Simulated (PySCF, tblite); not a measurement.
# 1,1,1,2,2,3-hexafluoropropane (C3H2F6): a rotation path, then NMR shifts on frames

How do NMR shifts of 1,1,1,2,2,3-hexafluoropropane (C3H2F6) (`FCC(F)(F)C(F)(F)F`) change as the atoms move?

The runs use tblite 0.8.0 and PySCF 2.14.0, with density-fitted response routines of our own; the level of theory stands in each step. All values are computed, except where a source is named. Atoms count from 0, in the outputs and in this text.

**1. The starting structure**

11 atoms, charge 0, multiplicity 1; geometry from: GFN2-xTB.

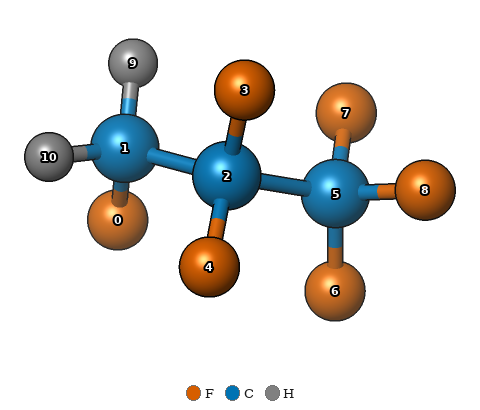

The starting geometry (fluorine orange, carbon blue, hydrogen grey), atoms numbered.

**2. The rotation path with GFN2-xTB**

The job: settings as JSON, then the geometry in Å.

```
{"job": {"kind": "neb", "xc": "GFN2-xTB", "basis": "xTB", "atoms": [1, 2, 5, 7], "turn": 120}, "charge": 0, "multiplicity": 1}
F      1.245161     1.437780    -0.495158
C      1.289190     0.088856    -0.353571
C      0.083331    -0.405838     0.454057
F      0.007597    -1.752277     0.338246
F      0.226204    -0.147025     1.770142
C     -1.269476     0.196433    -0.024816
F     -1.400864     1.463133     0.345593
F     -1.351794     0.143866    -1.356889
F     -2.298365    -0.485214     0.468420
H      1.264892    -0.363566    -1.351103
H      2.209550    -0.173477     0.179116
```

Method: GFN2-xTB climbing-image nudged elastic band, gas phase.

On the command line:

```sh
$ OMP_NUM_THREADS=1 python probes_run.py task.json out
```

One launch serves the whole session: the jobs run in the order shown.

Output:

```text
image   E - E0 / eV
  0      -0.0000
  1       0.0103
  2       0.0413
  3       0.0746
  4       0.0905
  5       0.0806
  6       0.0503
  7       0.0166
  8      -0.0003
```

Wall time 5.2 s (1 thread, shared host).

The final band, with the dihedral C1–C2–C5–F7:

```tsv
image	dihedral (°)	energy (eV)	energy (kcal/mol)
0	46	0.000	0.0
1	60	0.010	0.2
2	75	0.041	1.0
3	90	0.075	1.7
4	105	0.090	2.1
5	120	0.081	1.9
6	135	0.050	1.2
7	151	0.017	0.4
8	165	0.000	0.0
```

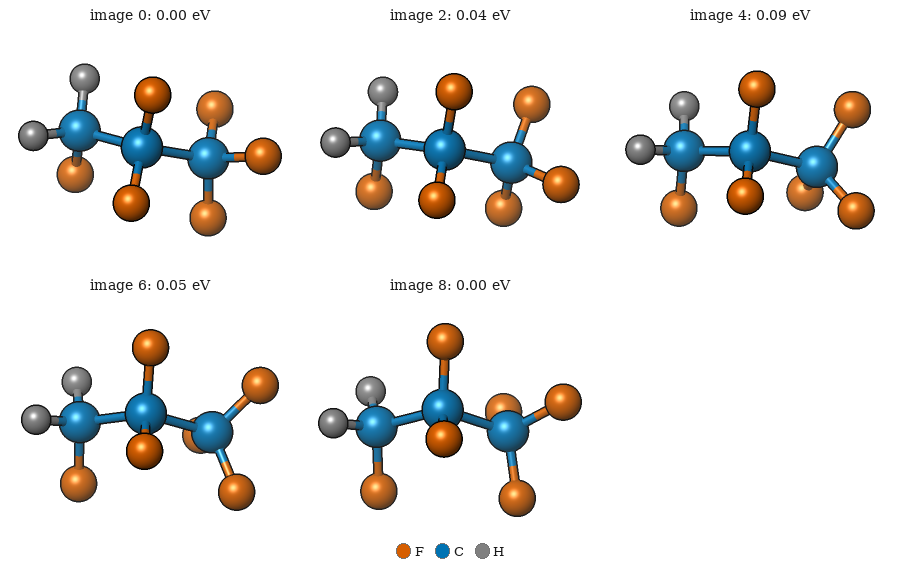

Images along the band.

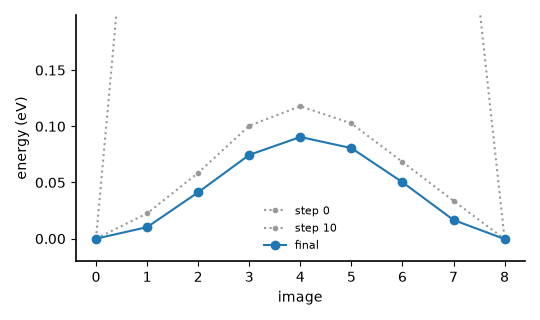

Energy along the band, early and final.

**3. Shielding tensors: image 0, PBE0/pcSseg-1**

The job: settings as JSON, then the geometry in Å.

```
{"job": {"kind": "nmr", "xc": "PBE0", "basis": "pcSseg-1", "pop": false}, "charge": 0, "multiplicity": 1}
F      1.245200     1.437800    -0.495200
C      1.289200     0.088900    -0.353600
C      0.083300    -0.405800     0.454100
F      0.007600    -1.752300     0.338200
F      0.226200    -0.147000     1.770100
C     -1.269500     0.196400    -0.024800
F     -1.400900     1.463100     0.345600
F     -1.351800     0.143900    -1.356900
F     -2.298400    -0.485200     0.468400
H      1.264900    -0.363600    -1.351100
H      2.209600    -0.173500     0.179100
```

Level: GIAO PBE0/pcSseg-1 NMR shielding, non-relativistic, gas phase.

Output:

```text
coarse grid: 11016 points
cycle   1  E = -713.5080431338  dE =  1.508e+00  |g| = 1.180e+00  |ddm| = 2.831e+00
cycle   2  E = -713.1905235310  dE =  3.175e-01  |g| = 1.899e+00  |ddm| = 1.530e+00
cycle   3  E = -713.7351405484  dE = -5.446e-01  |g| = 5.627e-02  |ddm| = 9.702e-01
cycle   4  E = -713.7354351776  dE = -2.946e-04  |g| = 3.918e-02  |ddm| = 5.401e-02
cycle   5  E = -713.7356622949  dE = -2.271e-04  |g| = 1.055e-02  |ddm| = 2.627e-02
cycle   6  E = -713.7356770241  dE = -1.473e-05  |g| = 2.118e-03  |ddm| = 5.991e-03
cycle   7  E = -713.7356776941  dE = -6.701e-07  |g| = 4.967e-04  |ddm| = 1.621e-03
final grid: 113992 points
cycle   8  E = -713.8266197307  dE = -5.694e-05  |g| = 7.521e-03  |ddm| = 2.204e-02
cycle   9  E = -713.8266102963  dE =  9.434e-06  |g| = 1.109e-02  |ddm| = 1.034e-02
cycle  10  E = -713.8266303147  dE = -2.002e-05  |g| = 6.862e-04  |ddm| = 5.554e-03
cycle  11  E = -713.8266303980  dE = -8.331e-08  |g| = 2.299e-04  |ddm| = 6.514e-04
cycle  12  E = -713.8266304069  dE = -8.841e-09  |g| = 5.278e-05  |ddm| = 1.571e-04
cycle  13  E = -713.8266304073  dE = -3.938e-10  |g| = 1.844e-05  |ddm| = 3.793e-05
converged SCF energy = -713.8266304073

GIAO shielding tensors (ppm)
atom      isotropic    diamagn.    paramagn.     s11        s22        s33       span
  0 F      440.718     471.639     -30.922    407.037    430.552    484.564     77.527
  1 C      101.465     242.242    -140.778     76.681     82.941    144.772     68.091
  2 C       66.327     242.576    -176.249     52.434     69.482     77.065     24.631
  3 F      315.171     471.914    -156.743    220.451    343.405    381.657    161.206
  4 F      311.801     472.233    -160.432    226.524    347.906    360.975    134.451
  5 C       58.649     241.388    -182.739     48.857     60.861     66.229     17.372
  6 F      262.394     471.716    -209.323    187.521    265.862    333.798    146.277
  7 F      267.171     473.256    -206.085    190.307    262.706    348.499    158.192
  8 F      271.222     469.847    -198.625    195.593    268.109    349.964    154.372
  9 H       26.597      27.913      -1.316     23.681     26.667     29.443      5.761
 10 H       26.555      26.832      -0.277     22.810     26.693     30.163      7.353
```

It took 41 s on 1 thread, shared host.

The references, computed at this level on geometries of the same kind, shield at (ppm): 1H TMS 31.72, 13C TMS 186.9, 19F CFCl3 170.9. Their shielding less the atom's gives the shift. The references are single molecules in the gas phase, so shifts against H2O, NH3, PH3, H3PO4 or CFCl3 are not on the usual liquid scales and can be off by tens of ppm. Each atom is listed at this fixed geometry, with no averaging over motion; a spectrum would average atoms that exchange fast.

```tsv
atoms	environment	σ (ppm)	δ (ppm)
C5	CF3 carbon	58.6	128.3
C2	fully substituted sp3 carbon bonded to 2 F	66.3	120.6
C1	sp3 CH2 bonded to F	101.5	85.5
H10	hydrogen on an sp3 CH2 bonded to F	26.56	5.16
H9	hydrogen on an sp3 CH2 bonded to F	26.60	5.12
F6	fluorine of a CF3 group	262.4	-91.4
F7	fluorine of a CF3 group	267.2	-96.2
F8	fluorine of a CF3 group	271.2	-100.3
F4	fluorine of a CF2 group	311.8	-140.9
F3	fluorine of a CF2 group	315.2	-144.2
F0	fluorine on an sp3 carbon	440.7	-269.8
```

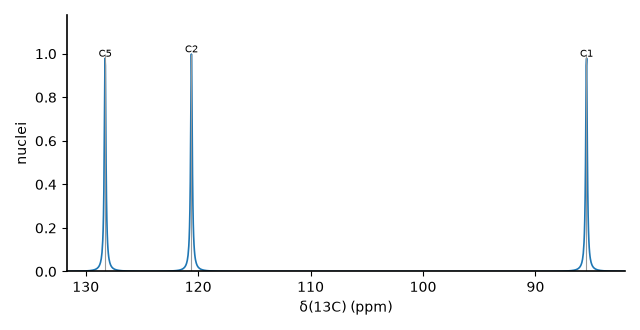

13C lines at the computed shifts, without couplings. Lines are broadened to a width of 0.17 ppm (Lorentzian).

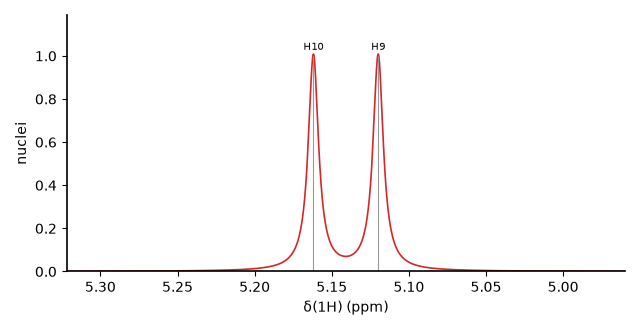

1H lines at the computed shifts, without couplings. Lines are broadened to a width of 0.01 ppm (Lorentzian).

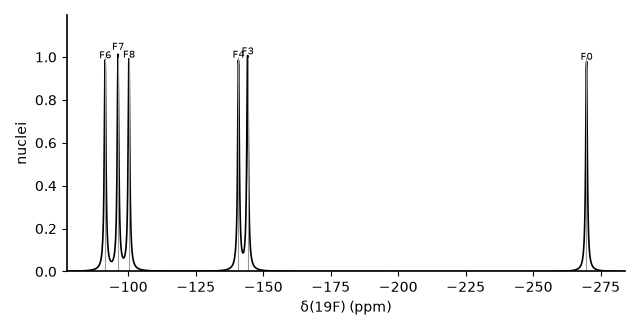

19F lines at the computed shifts, without couplings. Lines are broadened to a width of 0.71 ppm (Lorentzian).

**4. Shielding tensors: image 2, PBE0/pcSseg-1**

The job: settings as JSON, then the geometry in Å.

```
{"job": {"kind": "nmr", "xc": "PBE0", "basis": "pcSseg-1", "pop": false}, "charge": 0, "multiplicity": 1}
F      1.293800     1.512400    -0.242700
C      1.309300     0.158000    -0.296500
C      0.077100    -0.440200     0.395200
F      0.029000    -1.762000     0.102700
F      0.177600    -0.356400     1.737400
C     -1.285100     0.176600    -0.041900
F     -1.261400     1.502000    -0.096400
F     -1.606000    -0.270500    -1.258400
F     -2.255200    -0.174200     0.795300
H      1.319100    -0.152000    -1.347200
H      2.207400    -0.191100     0.226400
```

Method: GIAO PBE0/pcSseg-1 NMR shielding, non-relativistic, gas phase.

Output:

```text
coarse grid: 11016 points
cycle   1  E = -713.5044573563  dE =  1.513e+00  |g| = 1.185e+00  |ddm| = 2.829e+00
cycle   2  E = -713.1816149532  dE =  3.228e-01  |g| = 1.912e+00  |ddm| = 1.531e+00
cycle   3  E = -713.7337957254  dE = -5.522e-01  |g| = 5.591e-02  |ddm| = 9.707e-01
cycle   4  E = -713.7340805780  dE = -2.849e-04  |g| = 3.947e-02  |ddm| = 5.318e-02
cycle   5  E = -713.7343114281  dE = -2.309e-04  |g| = 1.055e-02  |ddm| = 2.605e-02
cycle   6  E = -713.7343261697  dE = -1.474e-05  |g| = 2.109e-03  |ddm| = 5.876e-03
cycle   7  E = -713.7343268346  dE = -6.649e-07  |g| = 5.060e-04  |ddm| = 1.602e-03
final grid: 113992 points
cycle   8  E = -713.8241890478  dE = -5.177e-05  |g| = 7.211e-03  |ddm| = 2.104e-02
cycle   9  E = -713.8241806112  dE =  8.437e-06  |g| = 1.055e-02  |ddm| = 1.001e-02
cycle  10  E = -713.8241989976  dE = -1.839e-05  |g| = 7.215e-04  |ddm| = 5.366e-03
cycle  11  E = -713.8241990880  dE = -9.042e-08  |g| = 2.064e-04  |ddm| = 6.199e-04
cycle  12  E = -713.8241990950  dE = -7.032e-09  |g| = 5.279e-05  |ddm| = 1.436e-04
cycle  13  E = -713.8241990955  dE = -4.395e-10  |g| = 1.627e-05  |ddm| = 3.878e-05
converged SCF energy = -713.8241990955

GIAO shielding tensors (ppm)
atom      isotropic    diamagn.    paramagn.     s11        s22        s33       span
  0 F      438.790     471.283     -32.493    404.635    427.132    484.603     79.967
  1 C      101.994     241.823    -139.829     75.853     83.690    146.439     70.586
  2 C       67.488     242.525    -175.036     52.650     69.569     80.247     27.597
  3 F      313.450     472.143    -158.693    209.985    346.717    383.649    173.664
  4 F      309.398     472.165    -162.767    230.832    344.011    353.351    122.519
  5 C       58.586     241.093    -182.507     49.053     61.106     65.600     16.547
  6 F      263.332     472.523    -209.191    192.134    263.891    333.969    141.835
  7 F      265.917     472.346    -206.429    188.501    264.699    344.551    156.050
  8 F      268.858     469.899    -201.041    193.416    264.927    348.232    154.816
  9 H       26.679      27.773      -1.094     23.392     27.113     29.530      6.138
 10 H       26.488      26.725      -0.237     22.663     26.743     30.057      7.394
```

Run time: 42 s. Hardware: 1 thread, shared host.

Key values: δ C5 128.3, C2 119.4, C1 84.9, F6 -92.4, H10 5.23, H9 5.04 ppm.

**5. Shielding tensors: image 4, PBE0/pcSseg-1**

The job: settings as JSON, then the geometry in Å.

```
{"job": {"kind": "nmr", "xc": "PBE0", "basis": "pcSseg-1", "pop": false}, "charge": 0, "multiplicity": 1}
F      1.284500     1.548900     0.023500
C      1.320000     0.217800    -0.229100
C      0.076500    -0.487200     0.329700
F      0.078500    -1.761400    -0.126600
F      0.133300    -0.573400     1.674300
C     -1.295300     0.157500    -0.066400
F     -1.166000     1.382700    -0.566300
F     -1.892800    -0.581400    -1.001000
F     -2.106600     0.232600     0.980800
H      1.367400     0.062200    -1.312300
H      2.205900    -0.195400     0.267400
```

Method: GIAO PBE0/pcSseg-1 NMR shielding, non-relativistic, gas phase.

Output:

```text
coarse grid: 11016 points
cycle   1  E = -713.4984845085  dE =  1.518e+00  |g| = 1.190e+00  |ddm| = 2.842e+00
cycle   2  E = -713.1673972987  dE =  3.311e-01  |g| = 1.929e+00  |ddm| = 1.546e+00
cycle   3  E = -713.7301656705  dE = -5.628e-01  |g| = 5.597e-02  |ddm| = 9.794e-01
cycle   4  E = -713.7304455268  dE = -2.799e-04  |g| = 4.013e-02  |ddm| = 5.378e-02
cycle   5  E = -713.7306841891  dE = -2.387e-04  |g| = 1.033e-02  |ddm| = 2.645e-02
cycle   6  E = -713.7306982997  dE = -1.411e-05  |g| = 2.062e-03  |ddm| = 5.973e-03
cycle   7  E = -713.7306989367  dE = -6.370e-07  |g| = 4.939e-04  |ddm| = 1.618e-03
final grid: 113992 points
cycle   8  E = -713.8204620036  dE = -5.456e-05  |g| = 7.332e-03  |ddm| = 2.212e-02
cycle   9  E = -713.8204529244  dE =  9.079e-06  |g| = 1.083e-02  |ddm| = 1.011e-02
cycle  10  E = -713.8204720799  dE = -1.916e-05  |g| = 6.572e-04  |ddm| = 5.468e-03
cycle  11  E = -713.8204721563  dE = -7.640e-08  |g| = 2.215e-04  |ddm| = 5.992e-04
cycle  12  E = -713.8204721645  dE = -8.258e-09  |g| = 5.474e-05  |ddm| = 1.479e-04
cycle  13  E = -713.8204721650  dE = -4.466e-10  |g| = 1.789e-05  |ddm| = 3.918e-05
converged SCF energy = -713.8204721650

GIAO shielding tensors (ppm)
atom      isotropic    diamagn.    paramagn.     s11        s22        s33       span
  0 F      439.141     471.208     -32.067    408.995    428.660    479.769     70.774
  1 C      101.711     242.071    -140.360     75.625     83.895    145.613     69.988
  2 C       66.794     242.974    -176.180     52.676     68.488     79.218     26.542
  3 F      304.813     471.856    -167.043    208.886    334.282    371.271    162.385
  4 F      300.916     471.995    -171.079    225.535    325.878    351.337    125.801
  5 C       58.145     240.743    -182.597     48.488     62.203     63.744     15.256
  6 F      261.164     472.942    -211.778    187.811    260.120    335.561    147.751
  7 F      260.718     470.724    -210.006    186.222    260.111    335.822    149.600
  8 F      261.405     469.855    -208.451    187.154    265.607    331.453    144.299
  9 H       26.802      27.874      -1.072     23.407     27.242     29.756      6.349
 10 H       26.506      26.781      -0.275     22.687     26.773     30.057      7.370
```

Run time: 45 s. Hardware: 1 thread, shared host.

This run: δ C5 128.8, C2 120.1, C1 85.2, F7 -89.8, H10 5.21, H9 4.92 ppm.

**6. Shielding tensors: image 6, PBE0/pcSseg-1**

The job: settings as JSON, then the geometry in Å.

```
{"job": {"kind": "nmr", "xc": "PBE0", "basis": "pcSseg-1", "pop": false}, "charge": 0, "multiplicity": 1}
F      1.195900     1.555500     0.251900
C      1.313600     0.266400    -0.152800
C      0.077600    -0.542300     0.261100
F      0.123600    -1.740400    -0.364400
F      0.087500    -0.809600     1.583200
C     -1.285100     0.143500    -0.088000
F     -1.130700     1.125700    -0.975700
F     -2.130500    -0.735100    -0.620400
F     -1.853000     0.657700     0.994000
H      1.408400     0.246100    -1.244000
H      2.198100    -0.164900     0.329100
```

Method: GIAO PBE0/pcSseg-1 NMR shielding, non-relativistic, gas phase.

Output:

```text
coarse grid: 11016 points
cycle   1  E = -713.5020170882  dE =  1.515e+00  |g| = 1.185e+00  |ddm| = 2.843e+00
cycle   2  E = -713.1764415370  dE =  3.256e-01  |g| = 1.917e+00  |ddm| = 1.538e+00
cycle   3  E = -713.7316556325  dE = -5.552e-01  |g| = 5.647e-02  |ddm| = 9.744e-01
cycle   4  E = -713.7319424847  dE = -2.869e-04  |g| = 4.029e-02  |ddm| = 5.485e-02
cycle   5  E = -713.7321822582  dE = -2.398e-04  |g| = 1.034e-02  |ddm| = 2.684e-02
cycle   6  E = -713.7321963299  dE = -1.407e-05  |g| = 2.075e-03  |ddm| = 6.032e-03
cycle   7  E = -713.7321969766  dE = -6.467e-07  |g| = 4.913e-04  |ddm| = 1.638e-03
final grid: 113992 points
cycle   8  E = -713.8229264746  dE = -5.562e-05  |g| = 7.204e-03  |ddm| = 2.209e-02
cycle   9  E = -713.8229178825  dE =  8.592e-06  |g| = 1.060e-02  |ddm| = 9.965e-03
cycle  10  E = -713.8229362598  dE = -1.838e-05  |g| = 6.716e-04  |ddm| = 5.364e-03
cycle  11  E = -713.8229363388  dE = -7.903e-08  |g| = 2.231e-04  |ddm| = 6.245e-04
cycle  12  E = -713.8229363473  dE = -8.453e-09  |g| = 5.183e-05  |ddm| = 1.524e-04
cycle  13  E = -713.8229363477  dE = -3.927e-10  |g| = 1.749e-05  |ddm| = 3.872e-05
converged SCF energy = -713.8229363477

GIAO shielding tensors (ppm)
atom      isotropic    diamagn.    paramagn.     s11        s22        s33       span
  0 F      441.007     471.538     -30.531    411.292    432.206    479.523     68.232
  1 C      101.189     242.387    -141.198     76.326     83.118    144.123     67.796
  2 C       65.684     243.039    -177.355     52.507     68.436     76.108     23.601
  3 F      306.704     471.671    -164.967    219.869    332.627    367.617    147.748
  4 F      303.100     472.067    -168.966    220.137    329.275    359.888    139.752
  5 C       58.281     240.970    -182.688     48.408     62.016     64.420     16.012
  6 F      262.348     473.200    -210.853    187.721    256.656    342.666    154.945
  7 F      263.029     469.911    -206.882    189.030    264.208    335.849    146.819
  8 F      260.537     470.494    -209.957    185.097    267.333    329.181    144.084
  9 H       26.737      27.986      -1.249     23.644     26.875     29.692      6.048
 10 H       26.553      26.854      -0.301     22.817     26.720     30.121      7.305
```

Run time: 44 s. Hardware: 1 thread, shared host.

This run: δ C5 128.6, C2 121.2, C1 85.7, F8 -89.6, H10 5.16, H9 4.98 ppm.

**7. NMR shieldings: image 8, PBE0/pcSseg-1**

The job: settings as JSON, then the geometry in Å.

```
{"job": {"kind": "nmr", "xc": "PBE0", "basis": "pcSseg-1", "pop": false}, "charge": 0, "multiplicity": 1}
F      1.115600     1.539200     0.467700
C      1.301100     0.306300    -0.068200
C      0.078500    -0.581800     0.191800
F      0.158300    -1.674800    -0.602600
F      0.053900    -1.037800     1.461000
C     -1.272200     0.132300    -0.104800
F     -1.209300     0.764400    -1.279700
F     -2.271200    -0.741700    -0.171600
F     -1.571300     1.025400     0.829100
H      1.439900     0.416200    -1.149300
H      2.181900    -0.145000     0.400600
```

With the program's defaults for keys left out, this is: GIAO PBE0/pcSseg-1 NMR shielding, non-relativistic, gas phase.

Output:

```text
coarse grid: 11016 points
cycle   1  E = -713.5081249899  dE =  1.509e+00  |g| = 1.180e+00  |ddm| = 2.832e+00
cycle   2  E = -713.1903595199  dE =  3.178e-01  |g| = 1.900e+00  |ddm| = 1.530e+00
cycle   3  E = -713.7353263989  dE = -5.450e-01  |g| = 5.615e-02  |ddm| = 9.703e-01
cycle   4  E = -713.7356203244  dE = -2.939e-04  |g| = 3.908e-02  |ddm| = 5.394e-02
cycle   5  E = -713.7358465796  dE = -2.263e-04  |g| = 1.054e-02  |ddm| = 2.622e-02
cycle   6  E = -713.7358612801  dE = -1.470e-05  |g| = 2.115e-03  |ddm| = 5.975e-03
cycle   7  E = -713.7358619484  dE = -6.682e-07  |g| = 4.952e-04  |ddm| = 1.618e-03
final grid: 113992 points
cycle   8  E = -713.8265391036  dE = -5.332e-05  |g| = 7.274e-03  |ddm| = 2.066e-02
cycle   9  E = -713.8265303616  dE =  8.742e-06  |g| = 1.069e-02  |ddm| = 1.009e-02
cycle  10  E = -713.8265491484  dE = -1.879e-05  |g| = 6.958e-04  |ddm| = 5.445e-03
cycle  11  E = -713.8265492327  dE = -8.425e-08  |g| = 2.152e-04  |ddm| = 6.243e-04
cycle  12  E = -713.8265492402  dE = -7.546e-09  |g| = 5.516e-05  |ddm| = 1.442e-04
cycle  13  E = -713.8265492406  dE = -4.477e-10  |g| = 1.767e-05  |ddm| = 3.906e-05
converged SCF energy = -713.8265492406

GIAO shielding tensors (ppm)
atom      isotropic    diamagn.    paramagn.     s11        s22        s33       span
  0 F      440.656     471.685     -31.030    406.614    430.333    485.019     78.405
  1 C      101.353     242.212    -140.859     76.633     82.948    144.478     67.845
  2 C       66.253     242.601    -176.348     52.385     69.321     77.055     24.670
  3 F      314.920     471.907    -156.987    219.505    343.284    381.972    162.467
  4 F      311.696     472.231    -160.535    226.867    347.918    360.303    133.436
  5 C       58.642     241.388    -182.746     48.817     60.847     66.262     17.445
  6 F      267.205     473.258    -206.053    190.380    262.748    348.486    158.106
  7 F      271.246     469.845    -198.599    195.633    267.962    350.143    154.509
  8 F      262.338     471.740    -209.402    187.486    265.823    333.705    146.219
  9 H       26.605      27.904      -1.298     23.653     26.698     29.465      5.812
 10 H       26.547      26.834      -0.287     22.813     26.673     30.154      7.341
```

It took 45 s on 1 thread, shared host.

This run: δ C5 128.3, C2 120.7, C1 85.6, F8 -91.4, H10 5.17, H9 5.11 ppm.

**8. Run by run: NMR shifts**

Shifts (ppm) of some atoms, chosen among heavy atoms and hydrogens apart, with basis size and wall time:

```tsv
frame	H10	H9	F6	F7	F8	F4	F3	functions	time
image 0	5.16	5.12	-91.4	-96.2	-100.3	-140.9	-144.2	163	41 s
image 2	5.23	5.04	-92.4	-95.0	-97.9	-138.5	-142.5	163	42 s
image 4	5.21	4.92	-90.2	-89.8	-90.5	-130.0	-133.9	163	45 s
image 6	5.16	4.98	-91.4	-92.1	-89.6	-132.2	-135.8	163	44 s
image 8	5.17	5.11	-96.3	-100.3	-91.4	-140.7	-144.0	163	45 s
```

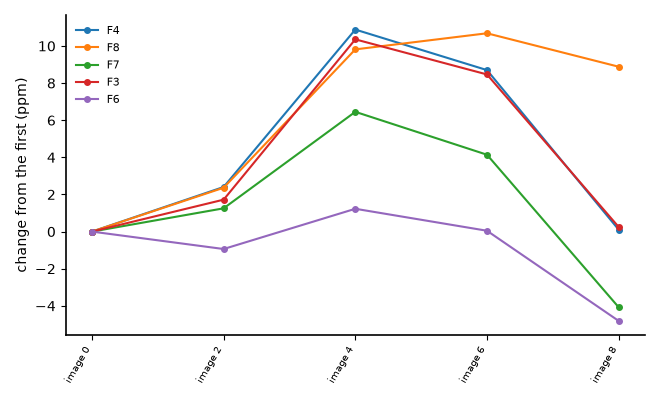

How five of the tabulated atoms move from run to run.

**9. Outcome**

| quantity | value |
| --- | --- |
| barrier | 0.090 eV (2.1 kcal/mol) at image 4 |
| end to end (GFN2-xTB) | 0.000 eV |
| 13C shifts against TMS (PBE0/pcSseg-1, image 0) | 128.3, 120.6, 85.5 ppm |
| 1H shifts against TMS (PBE0/pcSseg-1, image 0) | 5.16, 5.12 ppm |
| 19F shifts against CFCl3 (PBE0/pcSseg-1, image 0) | -91.4, -96.2, -100.3, -140.9, -144.2, -269.8 ppm |
| range of the shift of F4 | -140.9 to -130.0 ppm |

Along the band the dihedral turns by 120°, and the top (dihedral 105°) lies 2.1 kcal/mol above the start (GFN2-xTB, rough), so at room temperature this motion is fast. The top was not checked by a frequency run. Shifts at one fixed geometry are not the observed spectrum, which averages over the motion. In ppm, F4 moves most: its shift spreads over 10.9 ppm, from -140.9 (image 0) to -130.0 (image 4).
